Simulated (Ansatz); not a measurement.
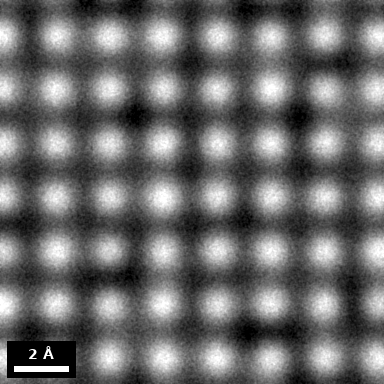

Integrated-DPC-like image of Pt (Fm-3m, No. 225) along [001]. Simulated as the projected potential of neutral atoms (B = 0.3 Å²) blurred by a 0.92 Å probe, the thin-sample limit of integrated differential phase contrast. The display is stretched by a gamma of 0.8; percentages refer to the linear signal. Shot noise and the speckle of an amorphous layer were added. Structure: the input geometry of an electronic-structure calculation (not necessarily at equilibrium).

Question: Interpret the image.

Answer: The columns repeat on a square net with a repeat of 1.96 Å (plane group p4mm). All columns are alike (Pt). The shortest distance between visible columns is 1.96 Å in projection. Along the beam the structure repeats every 3.92 Å.
